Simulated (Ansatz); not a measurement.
GeNH2ClF2: molecular dynamics

System: GeNH2ClF2.
Method: RKS PBE/def2-SVP (Ansatz 0.2.0).

The geometry comes from this level: PBE0-D4/def2-TZVP. Figures and captions count atoms from 1; the log counts them from 0 in places.

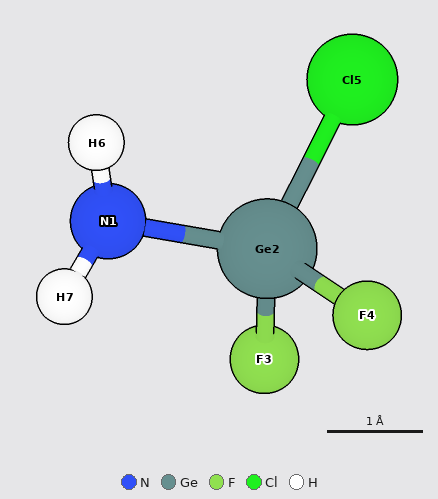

Figure 1. The starting structure (ball-and-stick view, seen at a tilt; atoms are numbered from 1 in the order of the input). Sticks mark near contacts. Bond lengths as drawn: Cl–Ge 2.11 Å, F–Ge 1.71 to 1.72 Å, Ge–N 1.79 Å and H–N 1.01 Å.

### Results in brief

| quantity | value |
| --- | --- |
| outcome | finished |
| mean temperature over the second half | 226 K |
| trajectory | 20 steps, 10 fs |
| ensemble | nvt_nose_hoover |
| temperature in the input | 300 K |
| time step | 0.5 fs |
| potential energy (last step) | −75963.6810 eV |
| SCF solution under orbital rotations (last step) | stable |
| largest force (length of the vector) (last step) | 1.716 eV/Å |
| dipole moment (last step) | 2.81 D |
| hardware | 4 threads of INTEL XEON PLATINUM @ 2.30GHz, 23 GiB of memory available, shared host |
| wall time | 11 s (CPU time 36 s) |
| peak memory | 0.17 GiB |

So short a trajectory is not equilibrated.

### Input
```yaml
crystal:
  periodic: [false, false, false]
  atoms:
    - {symbol: N, position_ang: [-0.315308, 0.773676, 0.837510]}
    - {symbol: Ge, position_ang: [0.038984, -0.394862, -0.471014]}
    - {symbol: F, position_ang: [-1.378472, -1.287664, -0.815795]}
    - {symbol: F, position_ang: [1.185465, -1.613200, -0.076158]}
    - {symbol: Cl, position_ang: [0.722089, 0.585549, -2.205563]}
    - {symbol: H, position_ang: [0.372800, 1.502616, 0.957699]}
    - {symbol: H, position_ang: [-0.564358, 0.365885, 1.727622]}
basis:
  gaussian: {orbitals: def2-SVP}
hamiltonian: {xc: {name: PBE}}
md: {timestep: 0.5 fs, n_steps: 20, ensemble: nvt_nose_hoover, temperature: 300, initial_velocities: maxwell_boltzmann, seed: 160}
```

Run as:
```bash
ansatz run in.yaml --threads 4 --pin off --events-out ev --progress --plain --max-ram 10444MiB
```

### What the program printed
```
Functional definition: PBE
  name "PBE"
  cite "Perdew, Burke & Ernzerhof, Phys. Rev. Lett. 77, 3865 (1996) doi:10.1103/PhysRevLett.77.3865"
  parent pbe
  parameter kappa = 0.804
  parameter beta = 0.06672455060314922
  exchange = pbe_x(kappa = kappa, mu = beta*pi^2/3)
  correlation = pbe_c(beta = beta)
1130 factors; their error is unknown
mean field evaluation 1: about -75953.5659 eV, gradient 7.6e1 eV
mean field evaluation 2: about -75918.2453 eV, gradient 1.5e2 eV
mean field evaluation 4: about -75963.5551 eV, gradient 1.2e1 eV
mean field evaluation 8: about -75963.8130 eV, gradient 6.3e-2 eV
mean field evaluation 16: about -75963.7351 eV, gradient 3.5e-5 eV
mean field -75963.73511408 eV, -2791.6157753734 hartree, gradient 3.5e-5 eV, S^2 0.000000; 0 other end points of the search recorded, 0 dependent functions left out
the calculation of the forces begins
reference -75963.73514371 eV, -2791.6157764622 hartree; 38, 38 occupied and 64, 64 virtual orbitals, 1130 factors
md step     0: t =     0.00 fs  T =   300.0 K  F+E_penalty+E_count = -75963.73511408 eV  E_kin = 0.193890 eV  conserved = -75963.54122408 eV  (27 SCF iters)
these checks for a lower state are left out or cut short: starts, cluster_reference, orbital_swaps, neighbouring_geometries, increment
1130 factors; their error is unknown
mean field -75963.73453721 eV, -2791.6157541737 hartree, gradient 1.7e-5 eV, S^2 0.000000; 0 other end points of the search recorded, 0 dependent functions left out
[... from here on the field's lines of each further geometry are left out, up to the last ...]
md step     1: t =     0.50 fs  T =   299.0 K  F+E_penalty+E_count = -75963.73453721 eV  E_kin = 0.193256 eV  conserved = -75963.54128127 eV  (30 SCF iters)
md step     2: t =     1.00 fs  T =   297.8 K  F+E_penalty+E_count = -75963.73384243 eV  E_kin = 0.192494 eV  conserved = -75963.54134886 eV  (30 SCF iters)
md step     3: t =     1.50 fs  T =   294.9 K  F+E_penalty+E_count = -75963.73198623 eV  E_kin = 0.190591 eV  conserved = -75963.54139577 eV  (30 SCF iters)
md step     4: t =     2.00 fs  T =   289.1 K  F+E_penalty+E_count = -75963.72823677 eV  E_kin = 0.186836 eV  conserved = -75963.54140141 eV  (30 SCF iters)
md step     5: t =     2.50 fs  T =   280.3 K  F+E_penalty+E_count = -75963.72250076 eV  E_kin = 0.181140 eV  conserved = -75963.54136216 eV  (30 SCF iters)
md step     6: t =     3.00 fs  T =   269.4 K  F+E_penalty+E_count = -75963.71538361 eV  E_kin = 0.174094 eV  conserved = -75963.54129182 eV  (30 SCF iters)
md step     7: t =     3.50 fs  T =   258.0 K  F+E_penalty+E_count = -75963.70797802 eV  E_kin = 0.166767 eV  conserved = -75963.54121512 eV  (30 SCF iters)
md step     8: t =     4.00 fs  T =   248.1 K  F+E_penalty+E_count = -75963.70147932 eV  E_kin = 0.160328 eV  conserved = -75963.54115819 eV  (30 SCF iters)
md step     9: t =     4.50 fs  T =   240.8 K  F+E_penalty+E_count = -75963.69677555 eV  E_kin = 0.155648 eV  conserved = -75963.54113964 eV  (29 SCF iters)
md step    10: t =     5.00 fs  T =   236.7 K  F+E_penalty+E_count = -75963.69415471 eV  E_kin = 0.153007 eV  conserved = -75963.54116468 eV  (30 SCF iters)
md step    11: t =     5.50 fs  T =   235.2 K  F+E_penalty+E_count = -75963.69322474 eV  E_kin = 0.152027 eV  conserved = -75963.54122249 eV  (30 SCF iters)
md step    12: t =     6.00 fs  T =   234.9 K  F+E_penalty+E_count = -75963.69307903 eV  E_kin = 0.151822 eV  conserved = -75963.54129094 eV  (30 SCF iters)
md step    13: t =     6.50 fs  T =   234.2 K  F+E_penalty+E_count = -75963.69265412 eV  E_kin = 0.151356 eV  conserved = -75963.54134179 eV  (30 SCF iters)
md step    14: t =     7.00 fs  T =   231.9 K  F+E_penalty+E_count = -75963.69116581 eV  E_kin = 0.149869 eV  conserved = -75963.54135314 eV  (30 SCF iters)
md step    15: t =     7.50 fs  T =   227.8 K  F+E_penalty+E_count = -75963.68844505 eV  E_kin = 0.147195 eV  conserved = -75963.54131961 eV  (30 SCF iters)
md step    16: t =     8.00 fs  T =   222.6 K  F+E_penalty+E_count = -75963.68501544 eV  E_kin = 0.143843 eV  conserved = -75963.54125691 eV  (30 SCF iters)
md step    17: t =     8.50 fs  T =   217.8 K  F+E_penalty+E_count = -75963.68185085 eV  E_kin = 0.140757 eV  conserved = -75963.54119499 eV  (29 SCF iters)
md step    18: t =     9.00 fs  T =   214.9 K  F+E_penalty+E_count = -75963.67991340 eV  E_kin = 0.138869 eV  conserved = -75963.54116381 eV  (27 SCF iters)
md step    19: t =     9.50 fs  T =   214.5 K  F+E_penalty+E_count = -75963.67969274 eV  E_kin = 0.138654 eV  conserved = -75963.54117862 eV  (30 SCF iters)
the calculation of the forces begins
reference -75963.68099848 eV, -2791.6137866618 hartree; 38, 38 occupied and 64, 64 virtual orbitals, 1130 factors
1130 factors; their error is unknown
mean field evaluation 192: about -75963.6810 eV, gradient 4.8e-4 eV
mean field -75963.68096860 eV, -2791.6137855636 hartree, gradient 2.0e-5 eV, S^2 0.000000; 1 other end points of the search recorded, 0 dependent functions left out
the calculation of the forces begins
reference -75963.68099848 eV, -2791.6137866618 hartree; 38, 38 occupied and 64, 64 virtual orbitals, 1130 factors
md step    20: t =    10.00 fs  T =   216.5 K  F+E_penalty+E_count = -75963.68096860 eV  E_kin = 0.139897 eV  conserved = -75963.54123376 eV  (28 SCF iters)
```

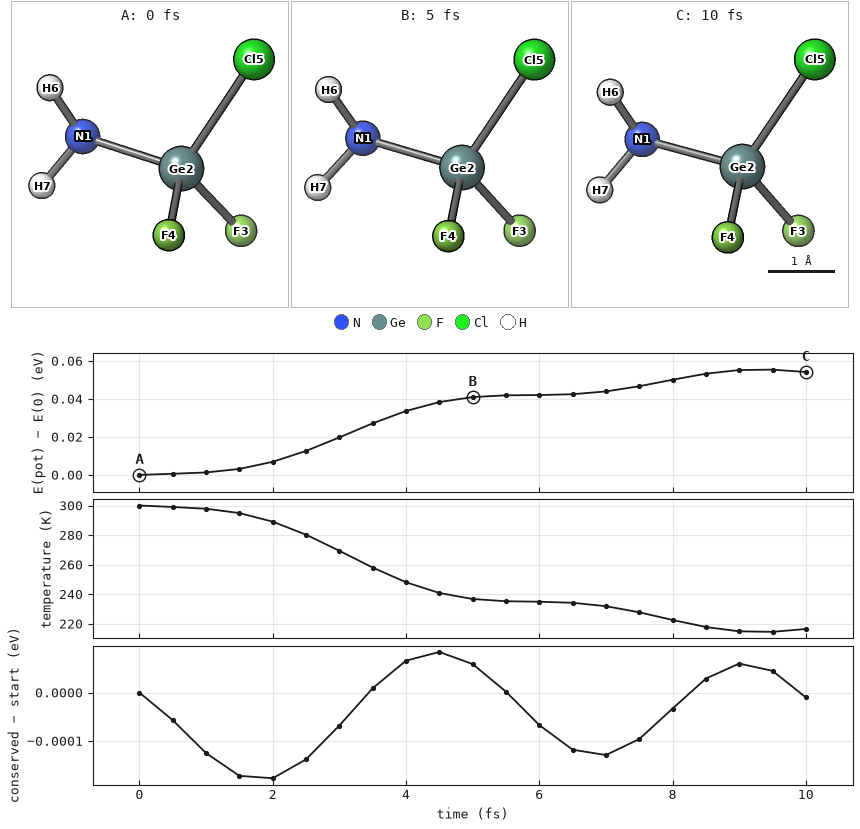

Figure 2. Frames of the molecular dynamics (ball-and-stick, seen at a tilt) above the curves, on which the letters mark them. The trajectory kept here has 21 frames over 10 fs. The temperature starts at 300 K, ranges from 215 to 300 K and averages 226 K over the second half. The potential energy ends 0.054 eV above its first value. The conserved quantity stays within 0.00026 eV. After an unweighted best fit of the last frame on the first, the root-mean-square displacement is 0.05 Å.

```
Total energy: -75963.68099848 eV, -2791.6137866618 hartree
Atom 0 at    -0.381273     0.744296     0.874003 Å, force     0.082057     0.019058    -0.638061 eV/Å
Atom 1 at     0.060715    -0.381582    -0.495105 Å, force    -0.691109    -0.182284     1.559663 eV/Å
Atom 2 at    -1.378425    -1.275987    -0.774859 Å, force    -0.566404    -0.384187    -0.359230 eV/Å
Atom 3 at     1.162627    -1.639053    -0.046789 Å, force     0.483243    -0.283837     0.035224 eV/Å
Atom 4 at     0.714469     0.581740    -2.210559 Å, force     0.412010     0.597875    -0.964050 eV/Å
Atom 5 at     0.352622     1.432863     0.987560 Å, force     0.400754     0.638756     0.114675 eV/Å
Atom 6 at    -0.495773     0.288163     1.777133 Å, force    -0.120552    -0.405381     0.251779 eV/Å
Dipole moment:     0.220046     0.423903     0.337733 e Å
```

### Trajectory as extended XYZ (Å, eV, eV/Å), 14 of the 21 frames kept, from step=0 to step=20
```
7
Properties=species:S:1:pos:R:3:forces:R:3 step=0 time_fs=0.0 energy=-75963.73511 temperature=300.0
N    -0.3153    0.7737    0.8375   -0.3673   0.1047  -0.3188
Ge    0.0390   -0.3949   -0.4710    0.0353   0.4163   0.1352
F    -1.3785   -1.2877   -0.8158   -0.7230  -0.4500  -0.1624
F     1.1855   -1.6132   -0.0762    0.5687  -0.6135   0.2137
Cl    0.7221    0.5855   -2.2056    0.2059   0.3281  -0.5177
H     0.3728    1.5026    0.9577    0.4476   0.4855   0.0696
H    -0.5644    0.3659    1.7276   -0.1673  -0.2712   0.5803
7
Properties=species:S:1:pos:R:3:forces:R:3 step=2 time_fs=1.0 energy=-75963.73384 temperature=297.8
N    -0.3223    0.7693    0.8395   -0.3911   0.0445   0.1127
Ge    0.0413   -0.3937   -0.4738   -0.0221   0.3977   0.2961
F    -1.3766   -1.2853   -0.8111   -0.7748  -0.4839  -0.2014
F     1.1817   -1.6144   -0.0736    0.6113  -0.6335   0.2103
Cl    0.7210    0.5846   -2.2052    0.2337   0.3684  -0.5795
H     0.3725    1.4929    0.9651    0.4254   0.4780   0.0248
H    -0.5562    0.3638    1.7464   -0.0824  -0.1713   0.1371
7
Properties=species:S:1:pos:R:3:forces:R:3 step=3 time_fs=1.5 energy=-75963.73199 temperature=294.9
N    -0.3259    0.7672    0.8405   -0.3337   0.0800   0.3720
Ge    0.0424   -0.3931   -0.4753   -0.0497   0.3814   0.3759
F    -1.3759   -1.2843   -0.8088   -0.7956  -0.4976  -0.2197
F     1.1800   -1.6151   -0.0723    0.6285  -0.6395   0.2070
Cl    0.7204    0.5842   -2.2050    0.2472   0.3882  -0.6101
H     0.3739    1.4899    0.9689    0.3369   0.3923  -0.0080
H    -0.5525    0.3620    1.7566   -0.0336  -0.1048  -0.1171
7
Properties=species:S:1:pos:R:3:forces:R:3 step=5 time_fs=2.5 energy=-75963.72250 temperature=280.3
N    -0.3332    0.7629    0.8427   -0.1007   0.2654   0.8376
Ge    0.0447   -0.3918   -0.4780   -0.1045   0.3384   0.5342
F    -1.3746   -1.2823   -0.8042   -0.8264  -0.5181  -0.2532
F     1.1767   -1.6169   -0.0696    0.6542  -0.6426   0.1976
Cl    0.7194    0.5834   -2.2049    0.2734   0.4263  -0.6698
H     0.3788    1.4862    0.9763    0.0615   0.1234  -0.0854
H    -0.5452    0.3580    1.7755    0.0426   0.0071  -0.5611
7
Properties=species:S:1:pos:R:3:forces:R:3 step=6 time_fs=3.0 energy=-75963.71538 temperature=269.4
N    -0.3370    0.7609    0.8441    0.0499   0.3913   1.0007
Ge    0.0458   -0.3912   -0.4794   -0.1330   0.3133   0.6129
F    -1.3742   -1.2814   -0.8020   -0.8360  -0.5247  -0.2683
F     1.1752   -1.6178   -0.0682    0.6624  -0.6393   0.1915
Cl    0.7189    0.5830   -2.2049    0.2859   0.4445  -0.6984
H     0.3817    1.4850    0.9798   -0.0916  -0.0231  -0.1242
H    -0.5414    0.3559    1.7832    0.0623   0.0381  -0.7143
7
Properties=species:S:1:pos:R:3:forces:R:3 step=8 time_fs=4.0 energy=-75963.70148 temperature=248.1
N    -0.3443    0.7570    0.8472    0.3503   0.6425   1.1217
Ge    0.0481   -0.3899   -0.4820   -0.1949   0.2594   0.7697
F    -1.3735   -1.2799   -0.7976   -0.8429  -0.5308  -0.2949
F     1.1724   -1.6200   -0.0654    0.6695  -0.6227   0.1771
Cl    0.7180    0.5824   -2.2050    0.3100   0.4786  -0.7525
H     0.3865    1.4821    0.9857   -0.3509  -0.2590  -0.1871
H    -0.5334    0.3521    1.7932    0.0590   0.0321  -0.8340
7
Properties=species:S:1:pos:R:3:forces:R:3 step=9 time_fs=4.5 energy=-75963.69678 temperature=240.8
N    -0.3479    0.7552    0.8491    0.4775   0.7470   1.0693
Ge    0.0492   -0.3892   -0.4833   -0.2293   0.2313   0.8479
F    -1.3734   -1.2792   -0.7955   -0.8402  -0.5302  -0.3064
F     1.1712   -1.6212   -0.0639    0.6682  -0.6092   0.1687
Cl    0.7176    0.5822   -2.2052    0.3214   0.4943  -0.7778
H     0.3877    1.4799    0.9881   -0.4350  -0.3266  -0.2068
H    -0.5292    0.3503    1.7953    0.0374  -0.0066  -0.7949
7
Properties=species:S:1:pos:R:3:forces:R:3 step=11 time_fs=5.5 energy=-75963.69322 temperature=235.2
N    -0.3549    0.7520    0.8534    0.6467   0.8813   0.7492
Ge    0.0514   -0.3879   -0.4858   -0.3062   0.1732   1.0026
F    -1.3734   -1.2781   -0.7913   -0.8222  -0.5217  -0.3256
F     1.1689   -1.6239   -0.0610    0.6566  -0.5723   0.1501
Cl    0.7168    0.5817   -2.2056    0.3429   0.5230  -0.8243
H     0.3870    1.4730    0.9912   -0.4821  -0.3345  -0.2160
H    -0.5206    0.3465    1.7939   -0.0357  -0.1489  -0.5360
7
Properties=species:S:1:pos:R:3:forces:R:3 step=12 time_fs=6.0 energy=-75963.69308 temperature=234.9
N    -0.3582    0.7506    0.8557    0.6791   0.9034   0.5019
Ge    0.0525   -0.3872   -0.4870   -0.3484   0.1427   1.0782
F    -1.3736   -1.2776   -0.7893   -0.8071  -0.5141  -0.3335
F     1.1679   -1.6253   -0.0594    0.6464  -0.5491   0.1398
Cl    0.7164    0.5816   -2.2059    0.3530   0.5358  -0.8454
H     0.3849    1.4683    0.9921   -0.4422  -0.2741  -0.2047
H    -0.5163    0.3442    1.7911   -0.0808  -0.2445  -0.3364
7
Properties=species:S:1:pos:R:3:forces:R:3 step=14 time_fs=7.0 energy=-75963.69117 temperature=231.9
N    -0.3645    0.7483    0.8607    0.6298   0.8442  -0.0696
Ge    0.0547   -0.3858   -0.4893   -0.4379   0.0764   1.2227
F    -1.3743   -1.2768   -0.7854   -0.7654  -0.4923  -0.3457
F     1.1661   -1.6284   -0.0564    0.6180  -0.4944   0.1174
Cl    0.7158    0.5814   -2.2067    0.3716   0.5583  -0.8835
H     0.3777    1.4572    0.9923   -0.2499  -0.0446  -0.1518
H    -0.5086    0.3375    1.7837   -0.1661  -0.4477   0.1104
7
Properties=species:S:1:pos:R:3:forces:R:3 step=15 time_fs=7.5 energy=-75963.68845 temperature=227.8
N    -0.3675    0.7474    0.8631    0.5523   0.7601  -0.3387
Ge    0.0557   -0.3851   -0.4904   -0.4837   0.0398   1.2902
F    -1.3747   -1.2765   -0.7836   -0.7393  -0.4784  -0.3502
F     1.1654   -1.6301   -0.0548    0.6002  -0.4634   0.1052
Cl    0.7155    0.5814   -2.2072    0.3801   0.5679  -0.9004
H     0.3731    1.4513    0.9918   -0.1129   0.1069  -0.1127
H    -0.5052    0.3327    1.7801   -0.1967  -0.5330   0.3066
7
Properties=species:S:1:pos:R:3:forces:R:3 step=17 time_fs=8.5 energy=-75963.68185 temperature=217.8
N    -0.3731    0.7459    0.8678    0.3337   0.4943  -0.7030
Ge    0.0578   -0.3837   -0.4924   -0.5730  -0.0416   1.4125
F    -1.3760   -1.2762   -0.7799   -0.6777  -0.4452  -0.3564
F     1.1641   -1.6335   -0.0516    0.5584  -0.3957   0.0790
Cl    0.7150    0.5814   -2.2084    0.3951   0.5837  -0.9303
H     0.3634    1.4408    0.9901    0.1771   0.4147  -0.0196
H    -0.5000    0.3191    1.7754   -0.2136  -0.6101   0.5176
7
Properties=species:S:1:pos:R:3:forces:R:3 step=18 time_fs=9.0 energy=-75963.67991 temperature=214.9
N    -0.3759    0.7453    0.8700    0.2224   0.3308  -0.7620
Ge    0.0588   -0.3830   -0.4934   -0.6150  -0.0863   1.4666
F    -1.3767   -1.2760   -0.7782   -0.6428  -0.4262  -0.3581
F     1.1635   -1.6353   -0.0500    0.5348  -0.3596   0.0650
Cl    0.7148    0.5815   -2.2090    0.4015   0.5897  -0.9431
H     0.3591    1.4368    0.9892    0.2958   0.5365   0.0288
H    -0.4981    0.3101    1.7749   -0.1967  -0.5849   0.5028
7
Properties=species:S:1:pos:R:3:forces:R:3 step=20 time_fs=10.0 energy=-75963.68097 temperature=216.5
N    -0.3813    0.7443    0.8740    0.0821   0.0191  -0.6381
Ge    0.0607   -0.3816   -0.4951   -0.6911  -0.1823   1.5597
F    -1.3784   -1.2760   -0.7749   -0.5664  -0.3842  -0.3592
F     1.1626   -1.6391   -0.0468    0.4832  -0.2838   0.0352
Cl    0.7145    0.5817   -2.2106    0.4120   0.5979  -0.9640
H     0.3526    1.4329    0.9876    0.4008   0.6388   0.1147
H    -0.4958    0.2882    1.7771   -0.1206  -0.4054   0.2518
```
